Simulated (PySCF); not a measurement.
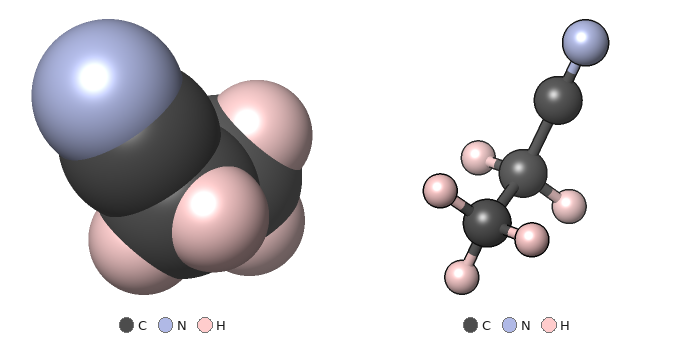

Both panels show the same species.

Computed geometry: PBE0-D3(BJ)/def2-SVP optimisation. No frequency run is at hand to confirm it as a minimum.

Question: Give the formula.

Answer: C3H5N, 9 atoms: 3 carbon, 5 hydrogen and 1 nitrogen.

Question: What is its SMILES?

Answer: CCC#N

The parts below concern this one geometry. Atoms keep their numbers from picture to picture.

## Symmetry

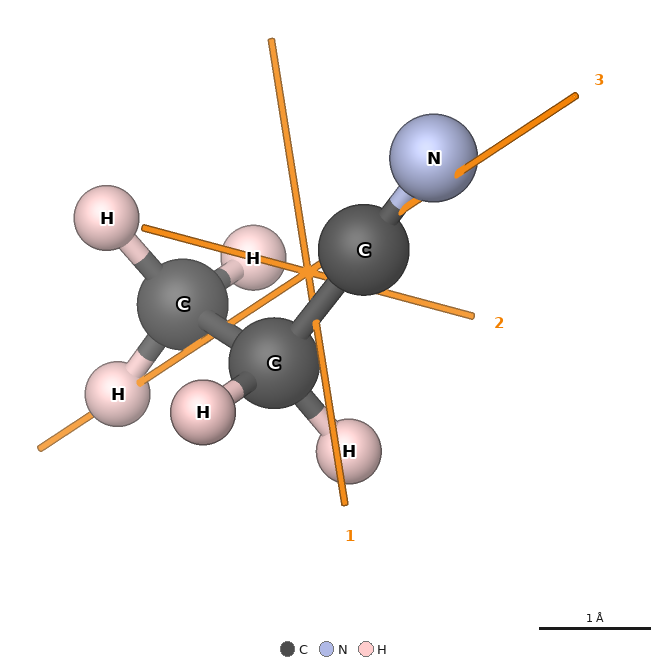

The three principal axes of inertia are drawn and numbered. Depth is shown by fading: the farther an atom, the more it takes the colour of the background. No frequency run is at hand to confirm it as a minimum. Masses are those of the most abundant isotopes; constants are for the rigid equilibrium geometry.

Question: Which line is the a axis (least moment of inertia), which b and which c?

Answer: a is line 3, b is line 1, c is line 2; the moments are 18.0, 108, 119 u Å².

Question: What kind of rotor is it, and what are its rotational constants in MHz?

Answer: An asymmetric top (Cs): A = 28112, B = 4690, C = 4232 MHz. Ray's parameter κ is −0.96, close to the prolate limit.

## Electronic properties

No frequency run is at hand to confirm it as a minimum. Level of theory: BHandHLYP/pcSseg-2, gas phase (PySCF 2.14.0).

Predict the main results.

- dipole moment: 4.25 D
- HOMO energy (Kohn–Sham orbital): −10.52 eV
- LUMO energy (Kohn–Sham orbital): 0.62 eV
- HOMO–LUMO gap: 11.14 eV

## NMR shielding

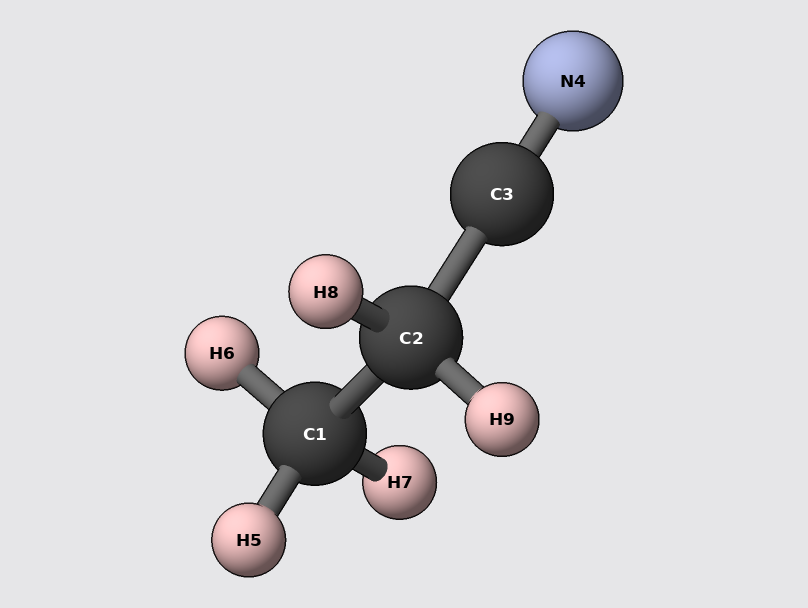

No frequency run is at hand to confirm it as a minimum. Level of theory: GIAO BHandHLYP/pcSseg-2 NMR shielding, non-relativistic, gas phase (PySCF 2.14.0). Principal shieldings σ11 ≤ σ22 ≤ σ33, span Ω = σ33 − σ11, skew κ = 3(σiso − σ22)/Ω.

Give the shielding tensors of the N atoms.

| atom | σ11 | σ22 | σ33 | σiso | Ω | κ |
| --- | --- | --- | --- | --- | --- | --- |
| N4 | −210.8 | −210.5 | 299.0 | −40.8 | 509.8 | 1.00 |

Shieldings and span in ppm.

## Charges

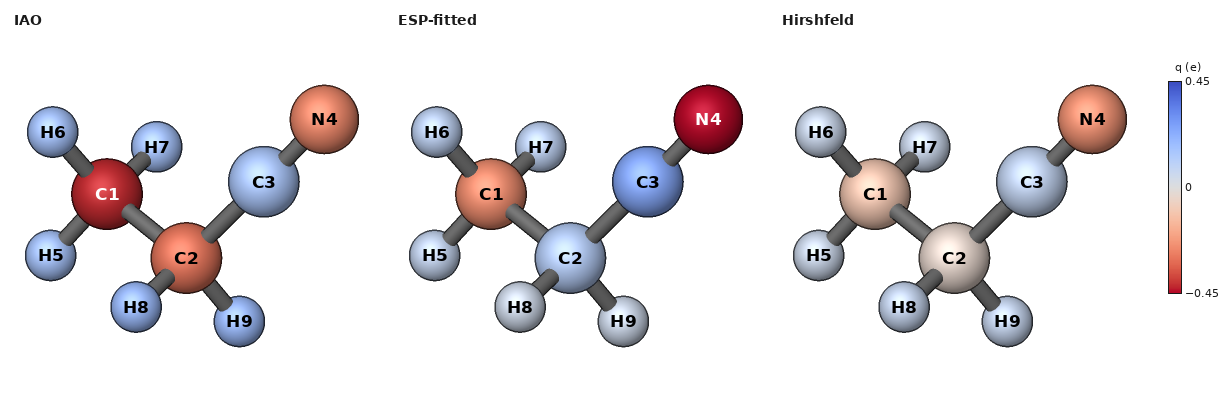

Atomic charges of one calculation by 3 schemes, on one colour scale. No frequency run is at hand to confirm it as a minimum. Computed with PBE0/6-311+G(2d,p) (PySCF 2.14.0).

Question: Which scheme gives the most polar picture (largest mean size of the charges)?

Answer: The IAO charges are the largest in size here, and the Hirshfeld charges the smallest.

Question: On which atom do the schemes disagree most?

Answer: On C2 (from −0.30 to 0.11 e).

List the charges (e), one line for each set of equivalent atoms.

```json
{"atom": "C1", "IAO": "−0.42", "ESP-fitted": "−0.25", "Hirshfeld": "−0.10"}
{"atom": "C2", "IAO": "−0.30", "ESP-fitted": "0.11", "Hirshfeld": "−0.04"}
{"atom": "C3", "IAO": "0.14", "ESP-fitted": "0.24", "Hirshfeld": "0.08"}
{"atom": "N4", "IAO": "−0.26", "ESP-fitted": "−0.44", "Hirshfeld": "−0.24"}
{"atom": "H5", "IAO": "0.15", "ESP-fitted": "0.07", "Hirshfeld": "0.05"}
{"atom": "H6, H7", "IAO": "0.16", "ESP-fitted": "0.09", "Hirshfeld": "0.05"}
{"atom": "H8, H9", "IAO": "0.18", "ESP-fitted": "0.04", "Hirshfeld": "0.07"}
```
